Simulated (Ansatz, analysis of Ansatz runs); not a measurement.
# [AlO4]0 centre in alpha-quartz: hyperfine coupling against experiment

How near does this set-up come to the measured hyperfine coupling? Subject: [AlO4]0 centre in alpha-quartz. Set-up: r2SCAN, 72-site cell, r2SCAN lattice, 500 eV, k: the single point 1/4 1/4 1/4 then 2x2x2 shifted 0.5 0.5 0.5, started with the impurity moved along one bond. The model is a cell of 72 host atoms with 1 Si taken out and 1 Al put in. The isotropic coupling follows from the spin density at the nucleus, the nuclear g-factor and the total spin. A meta-GGA costs about twice a GGA and mends lattice constants and part of the gap.

**The experiment.** 17O that bears the hole, isotropic, printed as -26.0 G: -72.86 MHz, by EPR (quoted in “Hybrid functional calculations of the Al impurity in α-quartz: Hole localization and electron paramagnetic resonance parameters”, 2011, Roland Gillen and John Robertson, quoting earlier work (1981)). 27Al, isotropic, printed as -5.8 G: -16.25 MHz, by EPR (quoted in “Hybrid functional calculations of the Al impurity in α-quartz: Hole localization and electron paramagnetic resonance parameters”, 2011, Roland Gillen and John Robertson, quoting earlier work (1981)). The runs below try to reproduce this.

Method: plane-wave PAW DFT, r2SCAN; relaxation of all atoms of a defect supercell, in Ansatz 0.2.0.

## 1. Set-up

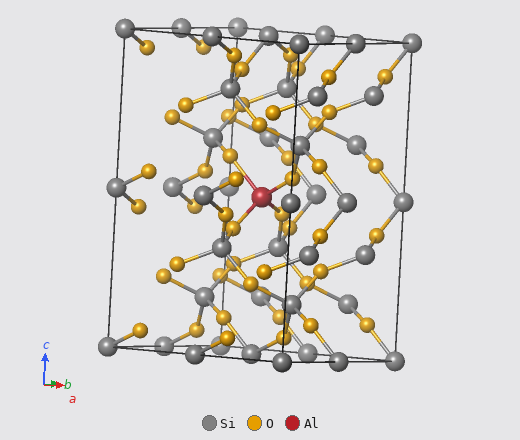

The cell as given, slightly off an axis (silicon grey, oxygen orange, aluminium red). Bonds to atoms that aren't drawn are left out. Some periodic images of atoms are drawn too.

The cell holds 72 atoms: 23 Si, 48 O and 1 Al. Cell: a = 9.844 Å, b = 9.844 Å, c = 10.830 Å, α = 90.0°, β = 90.0°, γ = 120.0°. It derives from SiO2 (space group P3_221). Nearest the centre at fractional (0.266, 0.266, 0.500): Al12 at 0.10 Å, O9 at 1.61 Å, O15 at 1.61 Å, O4 at 1.62 Å, O16 at 1.74 Å, Si11 at 3.06 Å, Si19 at 3.06 Å, Si1 at 3.06 Å.

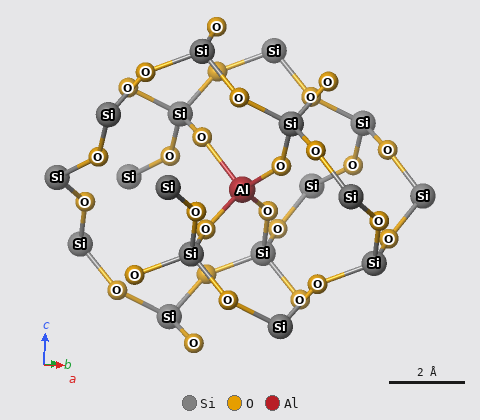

The atoms within 5 Å of the centre.

The host's primitive cell comes from a first run (plane-wave PAW DFT, r2SCAN; relaxation of the host's cell and atoms): vectors of 4.922, 4.922 and 5.415 Å. That is 12.62 Å³ an atom, 0.4 % over the diffraction cell's volume. The supercell is built on it.

## 2. Relaxation, charge 0

Every later number rests on the structure around the defect, so the atoms are relaxed at the host's lattice first.

Contents of relax/input.yaml:

```yaml
relax:
  f_tol: 0.02
  max_steps: 80
  random_displacement: { amplitude: 0.01, seed: 289 }
crystal:
  lattice:
    - [9.84405354, 0.0, 0.0]
    - [-4.92202677, 8.52520044, 0.0]
    - [0.0, 0.0, 10.83028558]
  atoms:
    - { symbol: Si, position: [0.234489878, 0.0, 0.333333333] }
    - { symbol: Si, position: [0.0, 0.234489878, 0.166666667] }
    - { symbol: Si, position: [0.265510122, 0.265510122, 0.0] }
    - { symbol: O, position: [0.206642363, 0.134490593, 0.392307368] }
    - { symbol: O, position: [0.365509407, 0.072151771, 0.225640701] }
    - { symbol: O, position: [0.427848229, 0.293357637, 0.058974035] }
    - { symbol: O, position: [0.134490593, 0.206642363, 0.107692632] }
    - { symbol: O, position: [0.072151771, 0.365509407, 0.274359299] }
    - { symbol: O, position: [0.293357637, 0.427848229, 0.441025965] }
    - { symbol: Si, position: [0.234489878, 0.0, 0.833333333] }
    - { symbol: Si, position: [0.0, 0.234489878, 0.666666667] }
    - { symbol: Al, position: [0.273645225, 0.269122941, 0.493361209] }
    - { symbol: O, position: [0.206642363, 0.134490593, 0.892307368] }
    - { symbol: O, position: [0.365509407, 0.072151771, 0.725640701] }
    - { symbol: O, position: [0.427848229, 0.293357637, 0.558974035] }
    - { symbol: O, position: [0.124732218, 0.202302289, 0.615661027] }
    - { symbol: O, position: [0.072151771, 0.365509407, 0.774359299] }
    - { symbol: O, position: [0.293357637, 0.427848229, 0.941025965] }
    - { symbol: Si, position: [0.234489878, 0.5, 0.333333333] }
    - { symbol: Si, position: [0.0, 0.734489878, 0.166666667] }
    - { symbol: Si, position: [0.265510122, 0.765510122, 0.0] }
    - { symbol: O, position: [0.206642363, 0.634490593, 0.392307368] }
    - { symbol: O, position: [0.365509407, 0.572151771, 0.225640701] }
    - { symbol: O, position: [0.427848229, 0.793357637, 0.058974035] }
    - { symbol: O, position: [0.134490593, 0.706642363, 0.107692632] }
    - { symbol: O, position: [0.072151771, 0.865509407, 0.274359299] }
    - { symbol: O, position: [0.293357637, 0.927848229, 0.441025965] }
    - { symbol: Si, position: [0.234489878, 0.5, 0.833333333] }
    - { symbol: Si, position: [0.0, 0.734489878, 0.666666667] }
    - { symbol: Si, position: [0.265510122, 0.765510122, 0.5] }
    - { symbol: O, position: [0.206642363, 0.634490593, 0.892307368] }
    - { symbol: O, position: [0.365509407, 0.572151771, 0.725640701] }
    - { symbol: O, position: [0.427848229, 0.793357637, 0.558974035] }
    - { symbol: O, position: [0.134490593, 0.706642363, 0.607692632] }
    - { symbol: O, position: [0.072151771, 0.865509407, 0.774359299] }
    - { symbol: O, position: [0.293357637, 0.927848229, 0.941025965] }
    - { symbol: Si, position: [0.734489878, 0.0, 0.333333333] }
    - { symbol: Si, position: [0.5, 0.234489878, 0.166666667] }
    - { symbol: Si, position: [0.765510122, 0.265510122, 0.0] }
    - { symbol: O, position: [0.706642363, 0.134490593, 0.392307368] }
    - { symbol: O, position: [0.865509407, 0.072151771, 0.225640701] }
    - { symbol: O, position: [0.927848229, 0.293357637, 0.058974035] }
    - { symbol: O, position: [0.634490593, 0.206642363, 0.107692632] }
    - { symbol: O, position: [0.572151771, 0.365509407, 0.274359299] }
    - { symbol: O, position: [0.793357637, 0.427848229, 0.441025965] }
    - { symbol: Si, position: [0.734489878, 0.0, 0.833333333] }
    - { symbol: Si, position: [0.5, 0.234489878, 0.666666667] }
    - { symbol: Si, position: [0.765510122, 0.265510122, 0.5] }
    - { symbol: O, position: [0.706642363, 0.134490593, 0.892307368] }
    - { symbol: O, position: [0.865509407, 0.072151771, 0.725640701] }
    - { symbol: O, position: [0.927848229, 0.293357637, 0.558974035] }
    - { symbol: O, position: [0.634490593, 0.206642363, 0.607692632] }
    - { symbol: O, position: [0.572151771, 0.365509407, 0.774359299] }
    - { symbol: O, position: [0.793357637, 0.427848229, 0.941025965] }
    - { symbol: Si, position: [0.734489878, 0.5, 0.333333333] }
    - { symbol: Si, position: [0.5, 0.734489878, 0.166666667] }
    - { symbol: Si, position: [0.765510122, 0.765510122, 0.0] }
    - { symbol: O, position: [0.706642363, 0.634490593, 0.392307368] }
    - { symbol: O, position: [0.865509407, 0.572151771, 0.225640701] }
    - { symbol: O, position: [0.927848229, 0.793357637, 0.058974035] }
    - { symbol: O, position: [0.634490593, 0.706642363, 0.107692632] }
    - { symbol: O, position: [0.572151771, 0.865509407, 0.274359299] }
    - { symbol: O, position: [0.793357637, 0.927848229, 0.441025965] }
    - { symbol: Si, position: [0.734489878, 0.5, 0.833333333] }
    - { symbol: Si, position: [0.5, 0.734489878, 0.666666667] }
    - { symbol: Si, position: [0.765510122, 0.765510122, 0.5] }
    - { symbol: O, position: [0.706642363, 0.634490593, 0.892307368] }
    - { symbol: O, position: [0.865509407, 0.572151771, 0.725640701] }
    - { symbol: O, position: [0.927848229, 0.793357637, 0.558974035] }
    - { symbol: O, position: [0.634490593, 0.706642363, 0.607692632] }
    - { symbol: O, position: [0.572151771, 0.865509407, 0.774359299] }
    - { symbol: O, position: [0.793357637, 0.927848229, 0.941025965] }
basis:
  ecutwfc: 500
  xc_grid: 2
hamiltonian:
  xc: r2scan
kpoints:
  mp_grid: { grid: [1, 1, 1], shift: [0.25, 0.25, 0.25] }
magnetization:
  spin_polarized: true
  initial_magnetization: 1
  spin_locking: { lock_magnetization: hard }
scf:
  occupations: { method: fermi_dirac, width: 0.01 }
  max_iter: 120
output:
  forces: true
checkpoint:
  write: "../relax.run"
  compress: false
  write_wavefunctions: true
  write_every: 100000
```

Run with:

```
$ ansatz run input.yaml --threads 2 --pin off --max-ram 4710MiB --backend cpu --events-out ev --progress --plain --runs-dir out
```

Numbers of over 12 decimals in the logs are rounded to 6 here.

What it wrote:

```text
[... repeated set-up lines and file paths are left out, and long positions are rounded to six places ...]
Warning: This run holds its total moment fixed (magnetization.spin_locking.lock_magnetization: hard) and mixes its density by anderson or broyden (scf.mixing.algorithm, typed or taken by auto). [...]
Engine: ansatz 0.2.0, aarch64-unknown-linux-gnu
Pseudopotentials: kind: paw
Pseudopotential: Si, paw, valence charge 4, recommended cutoff 500 eV (meta_gga), Si.paw.azcp
Pseudopotential: O, paw, valence charge 6, recommended cutoff 500 eV (meta_gga), O.paw.azcp
Pseudopotential: Al, paw, valence charge 3, recommended cutoff 500 eV (meta_gga), Al.paw.azcp
Functional definition: r2SCAN
  parameter k0 = 0.174
  parameter k1 = 0.065
  parameter a1 = 4.9479
  exchange = r2scan_x(k0 = k0, k1 = k1, a1 = a1)
  correlation = r2scan_c
Crystal: 72 atoms, lattice volume = 908.905 Å³
Basis set: ecut = 500 eV, 23025 PW (Γ), exchange–correlation on 144×144×160 points (8 copies of the dense FFT grid, shifted against one another)
Bands: 264, of which v1, the nominal top of the filled ones, is band 192 counted from 1 (191 counted from 0)
Symmetry: 1 space group operations
k-points: 1
Non-local potential: Si, projectors of the file, l = 0: 2, l = 1: 2, l = 2: 2
Non-local potential: O, projectors of the file, l = 0: 2, l = 1: 2, l = 2: 1
Non-local potential: Al, projectors of the file, l = 0: 2, l = 1: 2, l = 2: 1
PAW form: soft (Blöchl's): semilocal exchange-correlation on the pseudo side does not see the compensation charge
PAW frozen core: Si, regenerated for the run's functional (the file was generated under x = pbe(κ = 0.804, μ = 0.219515), c = pbe(β = 0.066725))
PAW frozen core: O, regenerated for the run's functional (the file was generated under x = pbe(κ = 0.804, μ = 0.219515), c = pbe(β = 0.066725))
PAW frozen core: Al, regenerated for the run's functional (the file was generated under x = pbe(κ = 0.804, μ = 0.219515), c = pbe(β = 0.066725))
PAW one-centre angular grid: Si, 302 points (default); XC on 160 Gauss nodes
PAW one-centre angular grid: O, 302 points (default); XC on 160 Gauss nodes
PAW one-centre angular grid: Al, 302 points (default); XC on 160 Gauss nodes
Initial density: superposition of atomic densities (chi_scale 0.1, normalization cell, long waves kept (reshape's long-wave potential 0.03 eV rms))
Starting moments: Σ|m| = 1 μB on 72 of 72 sites
Initial wavefunctions: pseudopotential atomic-orbital guess
Functional: x = r2scan, c = r2scan; τ floored in thin density (d = 2e-4 eV/Å³)
SCF iter   1: F=—  HF=-42650.116926 eV  |F-HF|=—  |Δ(HF+E_count)|=         —  Δρ=6.49e-2 (↑6.49e-2 ↓6.38e-2)  dr2=1.41e2  dr2_τ=4.68e0  dr2_m=2.92e-2  M=1.000 μB ∫|m|=1.007 μB  β_m=1.20  ethr=3.10e-3  ⟨swp⟩=6.0  Hψ=2140  notcnv=0  defer=126
preconditioner: auto → Kerker (q_TF=auto, 2.362 Å⁻¹)  [metal: Δε(μ)=0.016 eV  Ē_g=19.164 eV  σ=0.010 eV  W_gap=0.38  n_scr=212 (ndim 8)  ℏωp=24.1 eV  f_vac=0.003  D(μ)=45.57/eV (n_scr^D=418)]
spin=Collinear: Kerker preconditioning applied to the charge; magnetization (m = ρ↑ − ρ↓) channel mixes plain (no charge-response kernel on spin).
SCF iter   2: F=—  HF=-42624.815573 eV  |F-HF|=—  |Δ(HF+E_count)|=    2.53e1  Δρ=3.75e-2 (↑3.70e-2 ↓3.75e-2)  dr2=4.93e1  dr2_τ=4.63e-1  dr2_m=1.03e-1  M=1.000 μB ∫|m|=1.153 μB  β_m=1.20  ethr=3.10e-3  ⟨swp⟩=2.0  Hψ=1004  notcnv=0  defer=132  κ⁻¹=1.0e0(r=1)
SCF iter   3: F=—  HF=-42618.334099 eV  |F-HF|=—  |Δ(HF+E_count)|=    6.48e0  Δρ=1.77e-2 (↑1.77e-2 ↓1.76e-2)  dr2=6.44e0  dr2_τ=1.15e-1  dr2_m=5.21e-2  M=1.000 μB ∫|m|=1.192 μB  β_m=1.20  ethr=3.10e-3  ⟨swp⟩=3.0  Hψ=804  notcnv=0  defer=132  κ⁻¹=8.5e-2(r=2)
SCF iter   4: F=—  HF=-42619.124046 eV  |F-HF|=—  |Δ(HF+E_count)|=   7.90e-1  Δρ=1.41e-2 (↑1.16e-2 ↓1.41e-2)  dr2=3.19e0  dr2_τ=7.70e-2  dr2_m=1.36e-1  M=1.000 μB ∫|m|=1.174 μB  β_m=1.20  ethr=1.68e-3  ⟨swp⟩=2.0  Hψ=620  notcnv=0  defer=132  κ⁻¹=2.4e-2(r=3)
SCF iter   5: F=—  HF=-42619.166236 eV  |F-HF|=—  |Δ(HF+E_count)|=   4.22e-2  Δρ=8.65e-3 (↑8.63e-3 ↓8.65e-3)  dr2=1.38e0  dr2_τ=3.30e-2  dr2_m=1.63e-2  M=1.000 μB ∫|m|=1.148 μB  β_m=1.20  ethr=8.33e-4  ⟨swp⟩=2.0  Hψ=702  notcnv=0  defer=132  κ⁻¹=1.2e-2(r=4)
SCF iter   6: F=—  HF=-42619.465776 eV  |F-HF|=—  |Δ(HF+E_count)|=   3.00e-1  Δρ=1.01e-2 (↑3.01e-3 ↓1.01e-2)  dr2=1.29e0  dr2_τ=3.36e-2  dr2_m=2.05e-1  M=1.000 μB ∫|m|=1.196 μB  β_m=1.20  ethr=3.59e-4  ⟨swp⟩=2.0  Hψ=912  notcnv=0  defer=132  κ⁻¹=3.3e-3(r=5)
SCF iter   7: F=—  HF=-42619.437728 eV  |F-HF|=—  |Δ(HF+E_count)|=   2.80e-2  Δρ=4.74e-3 (↑1.61e-3 ↓4.74e-3)  dr2=3.27e-1  dr2_τ=7.00e-3  dr2_m=4.33e-2  M=1.000 μB ∫|m|=1.160 μB  β_m=1.20  ethr=3.36e-4  ⟨swp⟩=2.0  Hψ=701  notcnv=0  defer=132  κ⁻¹=1.4e-3(r=6)
SCF iter   8: F=—  HF=-42619.443160 eV  |F-HF|=—  |Δ(HF+E_count)|=   5.43e-3  Δρ=2.13e-3 (↑9.32e-4 ↓2.13e-3)  dr2=5.18e-2  dr2_τ=1.55e-3  dr2_m=9.21e-3  M=1.000 μB ∫|m|=1.152 μB  β_m=1.20  ethr=8.54e-5  ⟨swp⟩=2.0  Hψ=790  notcnv=0  defer=132  κ⁻¹=5.1e-4(r=7)
SCF iter   9: F=—  HF=-42619.447149 eV  |F-HF|=—  |Δ(HF+E_count)|=   3.99e-3  Δρ=1.07e-3 (↑7.47e-4 ↓1.07e-3)  dr2=1.74e-2  dr2_τ=3.81e-4  dr2_m=1.23e-3  M=1.000 μB ∫|m|=1.149 μB  β_m=1.20  ethr=1.35e-5  ⟨swp⟩=2.0  Hψ=700  notcnv=0  defer=132  κ⁻¹=7.6e-5(r=8)
[...]
relax step   3: F+E_penalty+E_count = -42620.83162807 eV  Δ(F+E_penalty+E_count) = -5.401e-1 eV  max|allowed force component| = 2.173e-1 eV/Å  Δτ_max = 0.1145 Å  (13 SCF iters, dr2 threshold 1.00e-4 eV, accepted)
relax step   4: F+E_penalty+E_count = -42620.80063982 eV  Δ(F+E_penalty+E_count) = +3.099e-2 eV  max|allowed force component| = 3.677e-1 eV/Å  Δτ_max = 0.1394 Å  (15 SCF iters, dr2 threshold 2.95e-6 eV, rejected (line search))
relax step   5: F+E_penalty+E_count = -42620.85365412 eV  Δ(F+E_penalty+E_count) = -2.203e-2 eV  max|allowed force component| = 5.625e-2 eV/Å  Δτ_max = 0.0567 Å  (16 SCF iters, accepted)
relax step   6: F+E_penalty+E_count = -42620.85543829 eV  Δ(F+E_penalty+E_count) = -1.784e-3 eV  max|allowed force component| = 3.133e-2 eV/Å  Δτ_max = 0.0299 Å  (16 SCF iters, accepted)
[...]
relax step   7: F+E_penalty+E_count = -42620.85567817 eV  Δ(F+E_penalty+E_count) = -2.399e-4 eV  max|allowed force component| = 1.311e-2 eV/Å  Δτ_max = 0.0049 Å  (13 SCF iters, accepted)
NSCF: frozen V_eff on 1 k-points
the band table was solved once a step of the walk had ended and its energy, with any forces and stress, was formed, with the checks that follow a solve (2488 applications of the Hamiltonian). They found nothing against the state; [...]
iter 1 solved again at ethr=1.28e-12 eV; its pass at ethr=3.10e-3 eV (dr2=4.89e-9 eV) is discarded
SCF iter   1: F=—  HF=-42620.855678 eV  |F-HF|=—  |Δ(HF+E_count)|=         —  Δρ=5.48e-7 (↑4.07e-7 ↓5.48e-7)  dr2=4.94e-9  dr2_τ=1.14e-10  dr2_m=3.27e-10  M=1.000 μB ∫|m|=1.157 μB  β_m=1.20  ethr=1.28e-12  ⟨swp⟩=2.0  Hψ=1824  notcnv=0
SCF iter   2: F=-42620.855678 eV  HF=-42620.855678 eV  |F-HF|=1.72e-9  |Δ(HF+E_count)|=  9.90e-10  Δρ=3.03e-7 (↑3.03e-7 ↓2.95e-7)  dr2=1.90e-9  dr2_τ=4.73e-11  dr2_m=5.82e-11  M=1.000 μB ∫|m|=1.157 μB  ethr=1.28e-12  ⟨swp⟩=2.0  Hψ=870  notcnv=0
SCF 8 converged in 2 iterations: F = -42620.855678 eV  dr2 = 1.90e-9
NSCF: frozen V_eff on 1 k-points
the band table was solved once a step of the walk had ended and its energy, with any forces and stress, was formed, with the checks that follow a solve (1790 applications of the Hamiltonian). They found nothing against the state; [...]
SCF converged after 2 iterations
Stability not checked: this state was not tested for a lower state beside it, because the mixer in use, unlike msr1, does not test its closes by its own steps (another_mixer; see scf.mixing.algorithm and scf.lower_state_search)
Magnetization: 1.0000 μB (192.0000 up, 191.0000 down)
Absolute magnetization: 1.1583 μB (∫|ρ↑−ρ↓|, with the PAW one-centre terms)
Spin contamination: 0.0032 ħ² per cell (⟨S²⟩ above its minimum at these occupations)
Per-site moments (μB) at R_I (Å): [(-0.00158038, 0.663430), (-5.000548261452207e-5, 0.665264), (-6.95949926768841e-5, 0.665691), [... 69 left out ...]
Free energy (F): -42620.855678 eV
Harris-Foulkes:  -42620.855678 eV  (|F-HF|=1.72e-9)
Internal energy: -42620.855649 eV  (E = F + TS)
E sigma→0 (E₀):  -42620.855663 eV
Entropy (-TS):   -0.000029 eV (-0.000 meV/atom)
Fermi energy:    2.208476 (↑ 5.710147, ↓ 2.208476) eV
--- Per-component energies (eV) ---
  E_band       = -1928.955403
  E_kinetic    = 9697.705434
  E_local      = -23538.620481  (includes V_loc(G=0)·N_el)
  E_nonlocal   = 2819.617926
  E_hartree    = 8468.337577
  E_xc         = -4787.110117
  E_vxc        = -6336.407549  (∫ρ·V_xc dr)
  E_paw        = -20156.400901  (= ΣΔE_a)
  E_vpaw       = -1906.401805  (= ΣTr[D̂ρ^β])
  E_aug_tail   = 0.051033  (compensation charges beyond the density's cutoff)
  E_vtau       = 398.425055  (kinetic-family band-sum trace: ∫τ·v_τ [+ j·A + Jᵃ·Aᵃ] dr)
  E_ewald      = -15121.084889
  E_core_change = -3.351231  (= ΣΔE_core)
  E_smearing   = -0.000029  (= −TS)
  E_closure    = 0.000000  (closes the sum)
  Σ components = -42620.855678   (vs F -42620.855678, Δ=0.00e0)
--- Forces (eV/Å), atoms counted from 1 ---
  atom   1  Si    -0.00356155    -0.00326507    -0.00812108
  atom   2  Si     0.00247551    -0.00192253    -0.00065587
  [... 1 atom left out ...]
  atom   4  O      0.00026542    -0.00469150    -0.00403546
  [... 3 atoms left out ...]
  atom   8  O      0.00222291     0.00207029     0.00392003
  atom   9  O      0.00457371    -0.00177990     0.00320336
  [... 1 atom left out ...]
  atom  11  Si     0.00553859    -0.00527727     0.00812065
  atom  12  Al     0.00353232     0.00259656     0.00119010
  [... 2 atoms left out ...]
  atom  15  O      0.00172782    -0.00060657     0.00140170
  atom  16  O     -0.00685960     0.00159956     0.00260209
  [... 2 atoms left out ...]
  atom  19  Si    -0.00987304     0.00163884    -0.01045610
  [... 27 atoms left out ...]
  atom  47  Si    -0.00239353     0.00627139    -0.00020382
  [... 25 atoms left out ...]
  max |Σ_I F_I| component: 2.14e-3 eV/Å
--- Band table (eV) ---
  k-point 0 ↑: bands = ["-18.2067", "-18.0715", "-18.0421", "-17.9825", [... 256 left out ...] "14.9416", "14.9910", "15.0525", "15.0921"]
  k-point 0 ↓: bands = ["-18.1966", "-18.0572", "-18.0304", "-17.9719", [... 256 left out ...] "14.9519", "14.9996", "15.0617", "15.1040"]
--- Relaxed structure (7 steps of the walk, 6 accepted, 0 SCFs on fresh bases) ---
  F+E_penalty+E_count = -42620.85567817 eV   max|allowed force component| = 1.311e-2 eV/Å
  atoms:
    - { symbol: Si, position: [0.231535, -0.001481, 0.330987] }
    - { symbol: Si, position: [0.001699, 0.235181, 0.167382] }
    [... 1 atom left out ...]
    - { symbol: O, position: [0.202564, 0.135114, 0.382710] }
    [... 3 atoms left out ...]
    - { symbol: O, position: [0.070655, 0.367962, 0.273667] }
    - { symbol: O, position: [0.298247, 0.447221, 0.440947] }
    [... 1 atom left out ...]
    - { symbol: Si, position: [-0.001323, 0.232058, 0.669195] }
    - { symbol: Al, position: [0.274242, 0.274242, 0.500162] }
    [... 2 atoms left out ...]
    - { symbol: O, position: [0.447477, 0.298141, 0.558725] }
    - { symbol: O, position: [0.135702, 0.203291, 0.618079] }
    [... 2 atoms left out ...]
    - { symbol: Si, position: [0.232180, 0.506738, 0.331466] }
    [... 27 atoms left out ...]
    - { symbol: Si, position: [0.506969, 0.232168, 0.668315] }
    [... 25 atoms left out ...]
```

Elapsed: 12 min, on 2 threads of Arm Neoverse V2, shared host; peak memory 3.7 GiB.

[end of part 1 of 2]

[Logs are printed without paths, hosts, clocks, repeated set-up lines and the standing remarks that a program may print on its own settings, such as how far it seeks lower states.]

[Hosts, paths, dates, database ids (printed as entryN), source tags and the programs' standing remarks are cut or masked in the printed files.]

[For some hosts the program warned that the k-mesh of the response run may be too coarse for force constants and the static dielectric constant; such warnings are not shown here.]
